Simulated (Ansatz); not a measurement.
# C2H8BFOSi: rotation by 120° about the O3–Si4 bond, part 2 of 2

Aim: the minimum-energy path and barrier of the rotation by 120° about the O3–Si4 bond. The ends are relaxed first, then joined by a nudged elastic band. SMILES of the start: CBO[SiH](C)F.

Ansatz 0.2.0; RKS B3LYP-D4/6-31G*.

**6. Nudged elastic band**

crystal.atoms is end A as relaxed above, and neb.final_atoms is end B, turned to lie on A. With 9 inner images the band has 11 in all.

The input, input.yaml:

```yaml
crystal:
  periodic: [false, false, false]
  atoms:
    - { symbol: C, position_ang: [0.617885, -2.643519, 0.139427] }
    - { symbol: B, position_ang: [0.481723, -1.092038, -0.032169] }
    - { symbol: O, position_ang: [-0.595248, -0.430127, 0.482066] }
    - { symbol: Si, position_ang: [-1.022978, 1.174895, 0.539285] }
    - { symbol: C, position_ang: [-0.057047, 2.233592, -0.649158] }
    - { symbol: F, position_ang: [-0.74591, 1.683787, 2.044097] }
    - { symbol: H, position_ang: [-0.224443, -3.101792, 0.667841] }
    - { symbol: H, position_ang: [0.729297, -3.129797, -0.840253] }
    - { symbol: H, position_ang: [1.5429, -2.878031, 0.686595] }
    - { symbol: H, position_ang: [1.319862, -0.456219, -0.622412] }
    - { symbol: H, position_ang: [-2.485348, 1.232688, 0.313553] }
    - { symbol: H, position_ang: [-0.213087, 1.905505, -1.683201] }
    - { symbol: H, position_ang: [-0.378308, 3.278822, -0.57445] }
    - { symbol: H, position_ang: [1.017403, 2.192935, -0.442522] }
basis:
  gaussian: { orbitals: "6-31G*" }
hamiltonian:
  xc: b3lyp
  dispersion: d4
neb:
  order_check: false
  images: 9
  f_tol: 0.05
  max_iterations: 51
  initial_path: idpp
  final_atoms:
    - { symbol: C, position_ang: [0.87281164, -2.61960025, 0.12786152] }
    - { symbol: B, position_ang: [-0.20617387, -1.48398672, 0.09142285] }
    - { symbol: O, position_ang: [0.15469251, -0.17903019, 0.2737084] }
    - { symbol: Si, position_ang: [-0.78402623, 1.19366502, 0.3272603] }
    - { symbol: C, position_ang: [0.11956018, 2.56173515, -0.54720453] }
    - { symbol: F, position_ang: [-0.9809474, 1.58648014, 1.87830988] }
    - { symbol: H, position_ang: [1.89259091, -2.25079051, 0.27800261] }
    - { symbol: H, position_ang: [0.63701699, -3.331743, 0.9321479] }
    - { symbol: H, position_ang: [0.84194577, -3.20926466, -0.79931825] }
    - { symbol: H, position_ang: [-1.37044424, -1.73348841, -0.09953546] }
    - { symbol: H, position_ang: [-2.12440199, 0.89865289, -0.23626193] }
    - { symbol: H, position_ang: [0.25769768, 2.31656131, -1.60654495] }
    - { symbol: H, position_ang: [-0.43344847, 3.50548532, -0.48627581] }
    - { symbol: H, position_ang: [1.10982752, 2.71602489, -0.10487352] }
```

Launch:

```sh
ansatz run input.yaml --threads 2 --pin off --max-ram 3072MiB --backend cpu --events-out ev --progress --plain --runs-dir out
```

The log of the run, shortened:

```text
Warning: RAYON_NUM_THREADS=2 ignored (pool sized by the plan → 2); use --threads N
[...]
Functional definition: B3LYP
[...]
1215 factors; integrals over basis functions are off by at most 5.0e-4 eV
[...]
mean field -15527.16796846 eV, -570.6128981486 hartree, gradient 3.1e-5 eV, S^2 0.000000; 0 other end points of the search recorded, 0 dependent functions left out
[...]
Atom 10 at    -2.190389     1.205804    -0.552351 Å, force     0.000401    -0.000830    -0.000761 eV/Å
Atom 11 at     0.743010     2.136473    -0.947123 Å, force    -0.003774     0.001089     0.004161 eV/Å
Atom 12 at    -0.048554     3.385580     0.031814 Å, force    -0.003976     0.005425     0.001574 eV/Å
Atom 13 at     1.104773     2.267388     0.783805 Å, force    -0.000623     0.003796    -0.001555 eV/Å
Dipole moment:     0.203261     0.126637    -0.287085 e Å
this run last wrote the band of iteration 8 to <dir>
```

Run time: 3.3 min. Hardware: 2 threads of Intel Xeon Platinum 8375C at 2.90GHz (Ice Lake), shared host; peak memory 0.28 GiB.

**7. What the band shows**

Images 0 and 10 are the ends. Energies count from image 0; the path length is the program's own measure over all atoms.

```tsv
image	path (Å)	energy (eV)	dihedral B2–O3–Si4–F6 (°)	band force (eV/Å)
0	0.000	0.0000	-104	-
1	0.599	0.0021	-117	0.006
2	1.198	0.0083	-131	0.013
3	1.797	0.0171	-147	0.016
4	2.397	0.0247	-164	0.015
5*	2.996	0.0280	179	0.023
6	3.580	0.0241	162	0.014
7	4.164	0.0133	145	0.012
8	4.748	0.0004	128	0.012
9	5.334	-0.0088	113	0.009
10	5.919	-0.0113	101	-
```

The star marks the climbing image.

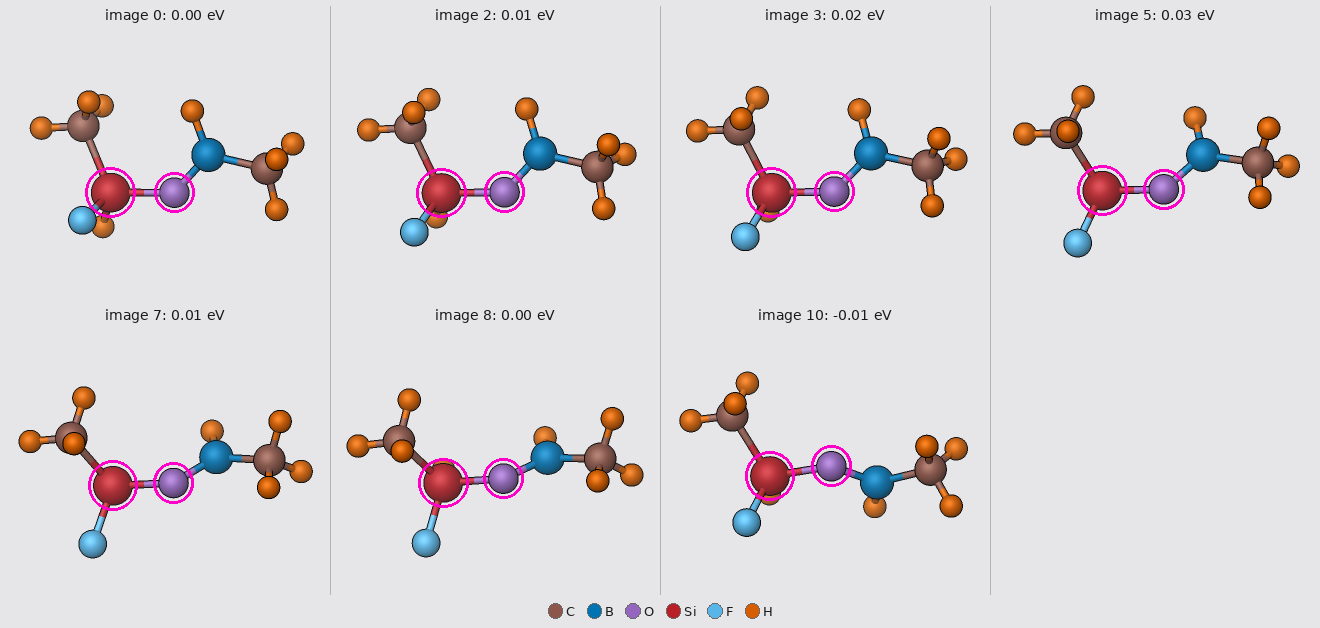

Snapshots along the band, viewed from a free direction. Ringed: O3, Si4. Sticks join atoms closer than a bonding distance in each image.

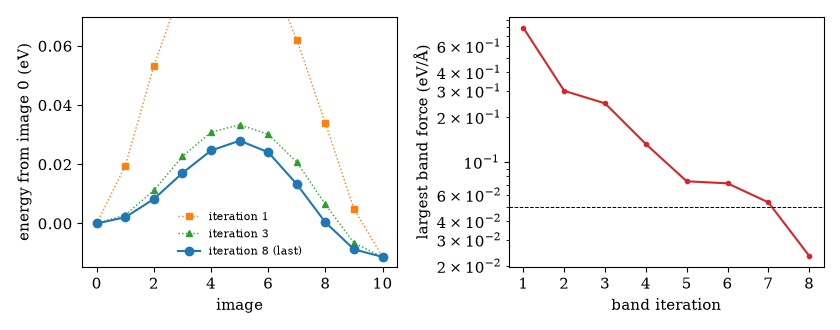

Left: energy of each image for early iterations and the last one (lines only join the points; early values far above the last band run off the scale). Right: the largest band force by iteration, with the threshold dashed.

How the highest energy settled:

```tsv
iteration	highest image above image 0 (eV)	largest band force (eV/Å)
1	0.0976	0.794
2	0.0416	0.300
3	0.0333	0.247
4	0.0308	0.132
5	0.0298	0.074
6	0.0290	0.072
7	0.0285	0.054
8	0.0280	0.023
```

The band as a trajectory file:

```xyz
14
image=0 dE=0.0000
C     0.618   -2.644    0.139
B     0.482   -1.092   -0.032
O    -0.595   -0.430    0.482
Si   -1.023    1.175    0.539
C    -0.057    2.234   -0.649
F    -0.746    1.684    2.044
H    -0.224   -3.102    0.668
H     0.729   -3.130   -0.840
H     1.543   -2.878    0.687
H     1.320   -0.456   -0.622
H    -2.485    1.233    0.314
H    -0.213    1.906   -1.683
H    -0.378    3.279   -0.574
H     1.017    2.193   -0.443
14
image=1 dE=0.0021
C     0.613   -2.646    0.108
B     0.430   -1.106   -0.119
O    -0.596   -0.434    0.477
Si   -1.053    1.163    0.518
C     0.029    2.262   -0.525
F    -0.945    1.630    2.056
H    -0.117   -3.075    0.803
H     0.540   -3.179   -0.851
H     1.624   -2.858    0.482
H     1.184   -0.489   -0.831
H    -2.484    1.217    0.138
H    -0.001    1.963   -1.578
H    -0.309    3.302   -0.458
H     1.072    2.222   -0.194
14
image=2 dE=0.0083
C     0.611   -2.644    0.071
B     0.370   -1.121   -0.209
O    -0.584   -0.432    0.478
Si   -1.074    1.155    0.495
C     0.108    2.286   -0.391
F    -1.142    1.581    2.047
H     0.013   -3.036    0.900
H     0.384   -3.231   -0.831
H     1.674   -2.833    0.280
H     1.013   -0.535   -1.045
H    -2.456    1.206   -0.037
H     0.208    2.008   -1.446
H    -0.242    3.324   -0.344
H     1.104    2.244    0.062
14
image=3 dE=0.0171
C     0.612   -2.641    0.026
B     0.300   -1.139   -0.298
O    -0.558   -0.425    0.482
Si   -1.084    1.151    0.474
C     0.181    2.308   -0.251
F    -1.328    1.536    2.017
H     0.154   -2.991    0.957
H     0.259   -3.280   -0.797
H     1.697   -2.807    0.078
H     0.804   -0.593   -1.249
H    -2.400    1.203   -0.207
H     0.409    2.041   -1.289
H    -0.177    3.343   -0.235
H     1.116    2.264    0.320
14
image=4 dE=0.0247
C     0.616   -2.634   -0.023
B     0.218   -1.160   -0.375
O    -0.523   -0.415    0.492
Si   -1.083    1.150    0.447
C     0.249    2.325   -0.108
F    -1.506    1.498    1.959
H     0.306   -2.942    0.981
H     0.170   -3.325   -0.753
H     1.702   -2.773   -0.118
H     0.552   -0.661   -1.423
H    -2.313    1.203   -0.380
H     0.588    2.076   -1.120
H    -0.107    3.361   -0.112
H     1.116    2.267    0.561
14
image=5 dE=0.0280
C     0.621   -2.631   -0.073
B     0.125   -1.191   -0.442
O    -0.473   -0.401    0.492
Si   -1.065    1.152    0.412
C     0.308    2.350    0.036
F    -1.666    1.457    1.872
H     0.450   -2.894    0.976
H     0.120   -3.376   -0.707
H     1.693   -2.735   -0.293
H     0.266   -0.755   -1.561
H    -2.190    1.206   -0.552
H     0.743    2.136   -0.947
H    -0.049    3.386    0.032
H     1.105    2.267    0.784
14
image=6 dE=0.0241
C     0.621   -2.637   -0.123
B     0.040   -1.230   -0.496
O    -0.407   -0.385    0.475
Si   -1.030    1.155    0.368
C     0.350    2.387    0.178
F    -1.799    1.408    1.758
H     0.583   -2.855    0.949
H     0.084   -3.428   -0.665
H     1.666   -2.714   -0.459
H    -0.016   -0.866   -1.646
H    -2.037    1.213   -0.720
H     0.872    2.231   -0.773
H    -0.021    3.418    0.195
H     1.081    2.274    0.987
14
image=7 dE=0.0133
C     0.619   -2.651   -0.176
B    -0.033   -1.275   -0.547
O    -0.322   -0.361    0.423
Si   -0.982    1.163    0.317
C     0.376    2.433    0.323
F    -1.901    1.340    1.626
H     0.711   -2.813    0.902
H     0.046   -3.480   -0.614
H     1.622   -2.722   -0.624
H    -0.275   -0.988   -1.694
H    -1.868    1.242   -0.871
H     0.985    2.343   -0.584
H    -0.024    3.452    0.361
H     1.034    2.290    1.187
14
image=8 dE=0.0004
C     0.622   -2.661   -0.235
B    -0.088   -1.310   -0.592
O    -0.239   -0.336    0.352
Si   -0.933    1.172    0.261
C     0.385    2.466    0.470
F    -1.984    1.266    1.478
H     0.865   -2.758    0.828
H     0.003   -3.516   -0.538
H     1.553   -2.755   -0.814
H    -0.496   -1.093   -1.707
H    -1.696    1.293   -1.006
H     1.084    2.438   -0.374
H    -0.045    3.473    0.519
H     0.956    2.292    1.388
14
image=9 dE=-0.0088
C     0.631   -2.663   -0.302
B    -0.127   -1.332   -0.630
O    -0.159   -0.312    0.277
Si   -0.884    1.183    0.205
C     0.378    2.483    0.617
F    -2.053    1.196    1.315
H     1.039   -2.696    0.713
H    -0.031   -3.528   -0.447
H     1.457   -2.808   -1.014
H    -0.683   -1.172   -1.688
H    -1.521    1.361   -1.124
H     1.167    2.507   -0.144
H    -0.076    3.479    0.667
H     0.848    2.273    1.584
14
image=10 dE=-0.0113
C     0.434   -2.730   -0.044
B    -0.444   -1.432   -0.068
O     0.096   -0.223    0.268
Si   -0.616    1.277    0.369
C     0.576    2.542   -0.289
F    -0.907    1.573    1.926
H     1.478   -2.547    0.230
H     0.008   -3.454    0.665
H     0.406   -3.231   -1.022
H    -1.607   -1.470   -0.383
H    -1.921    1.253   -0.336
H     0.781    2.362   -1.351
H     0.174    3.556   -0.188
H     1.527    2.495    0.251
```

**8. Vibrations at the top**

The geometry is the highest inner image of the first converged band.

The input, input.yaml:

```yaml
crystal:
  periodic: [false, false, false]
  atoms:
    - { symbol: C, position_ang: [0.620722, -2.630716, -0.072641] }
    - { symbol: B, position_ang: [0.12496, -1.190886, -0.442361] }
    - { symbol: O, position_ang: [-0.473213, -0.400992, 0.492282] }
    - { symbol: Si, position_ang: [-1.06483, 1.151919, 0.412279] }
    - { symbol: C, position_ang: [0.307531, 2.349726, 0.036325] }
    - { symbol: F, position_ang: [-1.666111, 1.457406, 1.872094] }
    - { symbol: H, position_ang: [0.450338, -2.894474, 0.976114] }
    - { symbol: H, position_ang: [0.120258, -3.376353, -0.707465] }
    - { symbol: H, position_ang: [1.692701, -2.734846, -0.29343] }
    - { symbol: H, position_ang: [0.265505, -0.755328, -1.560646] }
    - { symbol: H, position_ang: [-2.190389, 1.205804, -0.552351] }
    - { symbol: H, position_ang: [0.74301, 2.136473, -0.947123] }
    - { symbol: H, position_ang: [-0.048554, 3.38558, 0.031814] }
    - { symbol: H, position_ang: [1.104773, 2.267388, 0.783805] }
basis:
  gaussian: { orbitals: "6-31G*" }
hamiltonian:
  xc: b3lyp
  dispersion: d4
phonons: {}
```

Launch:

```sh
ansatz run input.yaml --threads 2 --pin off --max-ram 3072MiB --backend cpu --events-out ev --progress --plain --runs-dir out
```

The log of the run, shortened:

```text
Warning: RAYON_NUM_THREADS=2 ignored (pool sized by the plan → 2); use --threads N
[...]
[... 1 set-up line as earlier in the session ...]
[...]
1213 factors; integrals over basis functions are off by at most 4.2e-4 eV
[...]
mean field -15527.14462050 eV, -570.6120401268 hartree, gradient 3.0e-5 eV, S^2 0.000000; 0 other end points of the search recorded, 0 dependent functions left out
[...]
reference -15527.14487622 eV, -570.6120495244 hartree; 28, 28 occupied and 82, 82 virtual orbitals, 1213 factors
[...]
WARN: phonons: modes at or below zero, which the zero-point energy, F, S and C_V leave out: 1, the lowest at -51.76 cm⁻¹. A minimum has none, and a first-order saddle one
[...]
Atom 11 at     0.743010     2.136473    -0.947123 Å, force    -0.003742     0.001065     0.004178 eV/Å
Atom 12 at    -0.048554     3.385580     0.031814 Å, force    -0.003957     0.005414     0.001566 eV/Å
Atom 13 at     1.104773     2.267388     0.783805 Å, force    -0.000617     0.003795    -0.001573 eV/Å
Dipole moment:     0.203261     0.126640    -0.287085 e Å
Vibrations: -51.76 75.34 90.17 101.00 153.33 220.88 276.55 315.93 368.25 653.66 662.60 717.36 769.11 788.06 864.93 880.24 938.66 978.37 1012.39 1035.30 1178.95 1340.99 1347.10 1409.52 1490.26 1490.82 1494.62 1501.10 2275.72 2558.68 3028.44 3051.46 3076.83 3126.18 3127.28 3133.12 cm⁻¹, [...]
```

Run time: 2.7 min. Hardware: 2 threads of Intel Xeon Platinum 8375C at 2.90GHz (Ice Lake), shared host; peak memory 0.28 GiB.

Of 36 modes, 1 is imaginary by more than 30 cm⁻¹ (52i cm⁻¹).

**9. Another band, settings changed**

crystal.atoms is end A as relaxed above, and neb.final_atoms is end B, turned to lie on A. With 9 inner images the band has 11 in all.

The input, input.yaml:

```yaml
crystal:
  periodic: [false, false, false]
  atoms:
    - { symbol: C, position_ang: [0.617885, -2.643519, 0.139427] }
    - { symbol: B, position_ang: [0.481723, -1.092038, -0.032169] }
    - { symbol: O, position_ang: [-0.595248, -0.430127, 0.482066] }
    - { symbol: Si, position_ang: [-1.022978, 1.174895, 0.539285] }
    - { symbol: C, position_ang: [-0.057047, 2.233592, -0.649158] }
    - { symbol: F, position_ang: [-0.74591, 1.683787, 2.044097] }
    - { symbol: H, position_ang: [-0.224443, -3.101792, 0.667841] }
    - { symbol: H, position_ang: [0.729297, -3.129797, -0.840253] }
    - { symbol: H, position_ang: [1.5429, -2.878031, 0.686595] }
    - { symbol: H, position_ang: [1.319862, -0.456219, -0.622412] }
    - { symbol: H, position_ang: [-2.485348, 1.232688, 0.313553] }
    - { symbol: H, position_ang: [-0.213087, 1.905505, -1.683201] }
    - { symbol: H, position_ang: [-0.378308, 3.278822, -0.57445] }
    - { symbol: H, position_ang: [1.017403, 2.192935, -0.442522] }
basis:
  gaussian: { orbitals: "6-31G*" }
hamiltonian:
  xc: b3lyp
  dispersion: d4
neb:
  order_check: false
  images: 9
  f_tol: 0.05
  max_iterations: 60
  initial_path: idpp
  optimiser: lbfgs
  climbing: true
  final_atoms:
    - { symbol: C, position_ang: [0.87281164, -2.61960025, 0.12786152] }
    - { symbol: B, position_ang: [-0.20617387, -1.48398672, 0.09142285] }
    - { symbol: O, position_ang: [0.15469251, -0.17903019, 0.2737084] }
    - { symbol: Si, position_ang: [-0.78402623, 1.19366502, 0.3272603] }
    - { symbol: C, position_ang: [0.11956018, 2.56173515, -0.54720453] }
    - { symbol: F, position_ang: [-0.9809474, 1.58648014, 1.87830988] }
    - { symbol: H, position_ang: [1.89259091, -2.25079051, 0.27800261] }
    - { symbol: H, position_ang: [0.63701699, -3.331743, 0.9321479] }
    - { symbol: H, position_ang: [0.84194577, -3.20926466, -0.79931825] }
    - { symbol: H, position_ang: [-1.37044424, -1.73348841, -0.09953546] }
    - { symbol: H, position_ang: [-2.12440199, 0.89865289, -0.23626193] }
    - { symbol: H, position_ang: [0.25769768, 2.31656131, -1.60654495] }
    - { symbol: H, position_ang: [-0.43344847, 3.50548532, -0.48627581] }
    - { symbol: H, position_ang: [1.10982752, 2.71602489, -0.10487352] }
```

Launch:

```sh
ansatz run input.yaml --threads 2 --pin off --max-ram 3072MiB --backend cpu --events-out ev --progress --plain --runs-dir out
```

The log of the run, shortened:

```text
Warning: RAYON_NUM_THREADS=2 ignored (pool sized by the plan → 2); use --threads N
[...]
[... 1 set-up line as earlier in the session ...]
[...]
1215 factors; integrals over basis functions are off by at most 5.0e-4 eV
[...]
mean field -15527.16796846 eV, -570.6128981486 hartree, gradient 3.1e-5 eV, S^2 0.000000; 0 other end points of the search recorded, 0 dependent functions left out
[...]
Atom 11 at     0.729724     2.136875    -0.959942 Å, force     0.000789     0.000163     0.000548 eV/Å
Atom 12 at    -0.050558     3.382669     0.032338 Å, force    -0.000389    -0.000850    -0.001009 eV/Å
Atom 13 at     1.111118     2.262025     0.767344 Å, force    -0.001119     0.000602     0.000324 eV/Å
Dipole moment:     0.203441     0.125361    -0.290099 e Å
this run last wrote the band of iteration 20 to <dir>; this run last wrote the band within `neb.f_tol` of iteration 12 to <dir>
```

Run time: 6.8 min. Hardware: 2 threads of Intel Xeon Platinum 8375C at 2.90GHz (Ice Lake), shared host; peak memory 0.28 GiB.

**10. The band, image by image**

The 9 inner images lie between the fixed ends 0 and 10. Energy is taken from image 0, and the path length is the program's own coordinate along the band.

```tsv
image	path (Å)	energy (eV)	dihedral B2–O3–Si4–F6 (°)	band force (eV/Å)
0	0.000	0.0000	-104	-
1	0.589	0.0020	-117	0.008
2	1.178	0.0078	-131	0.006
3	1.766	0.0165	-147	0.009
4	2.355	0.0244	-164	0.008
5*	2.944	0.0278	180	0.006
6	3.543	0.0244	162	0.015
7	4.142	0.0136	145	0.015
8	4.741	0.0004	128	0.015
9	5.340	-0.0087	113	0.008
10	5.939	-0.0113	101	-
```

The star marks the climbing image.

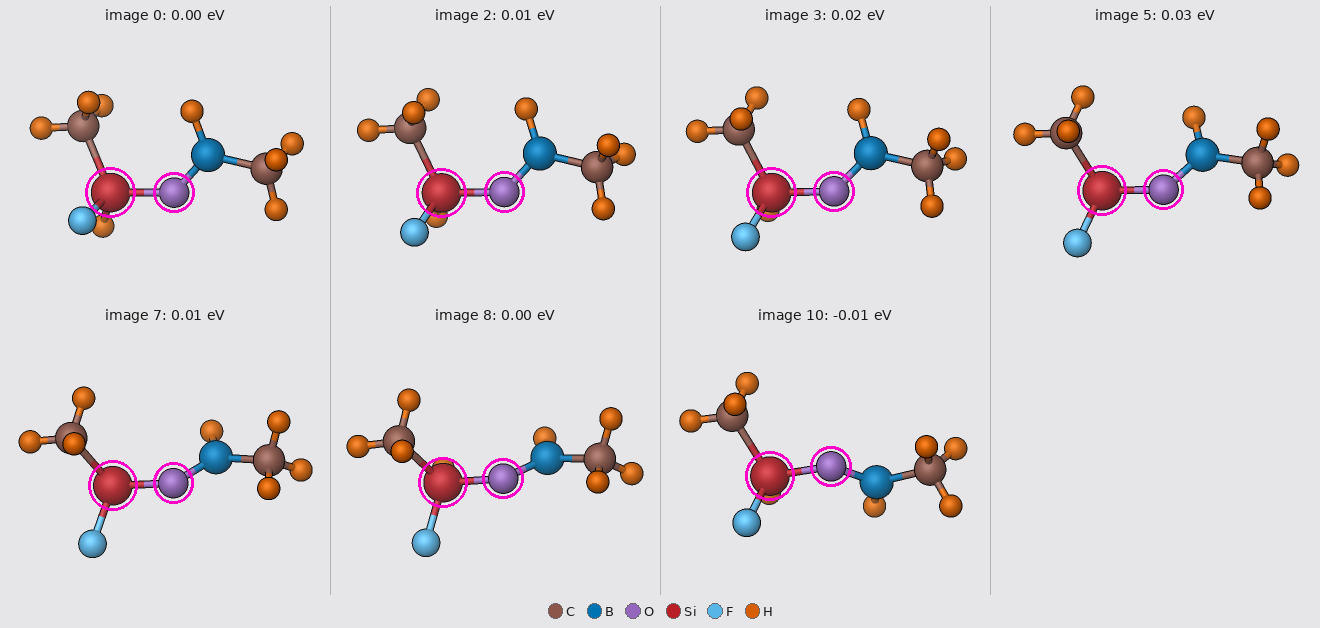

Snapshots along the band, viewed from a free direction. Ringed: O3, Si4. Sticks join atoms closer than a bonding distance in each image.

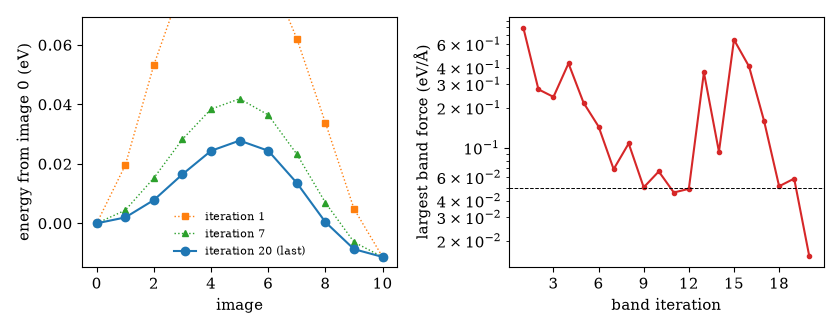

Left: energy of each image for early iterations and the last one (lines only join the points; early values far above the last band run off the scale). Right: the largest band force by iteration, with the threshold dashed.

**11. Results**

This closing draws on all 2 parts.

| quantity | value |
| --- | --- |
| end A | 27 moves, 1.142 eV lower |
| end B | 22 moves, 1.044 eV lower |
| first band: barrier forwards | 0.028 eV |
| first band: barrier backwards | 0.039 eV |
| first band: second end relative to first | -0.011 eV |
| first band: highest image | 5 of 0 to 10, climbing |
| first band: band iterations | 8 |
| imaginary modes at the top | 52i cm⁻¹ |
| second band | top 0.028 eV above image 0, 20 iterations, 9 inner images |
| time, first and second band | 3.3 min and 6.8 min |

In the first band: the barrier from the first end is 0.028 eV, 1.1 times kT at 300 K. The second end lies 0.011 eV below the first, so the way back costs 0.039 eV. The listed dihedral goes from -104° at end A through 179° at the highest image to 101° at end B; the relaxed ends differ by 155° in it rather than the 120° set up, and other torsions can move along the band as well. One imaginary mode, as a first-order saddle point has. The second band's top agrees with the first's to 1 meV, so the changed settings hardly move the height. Zero-point energy and entropy are left out.
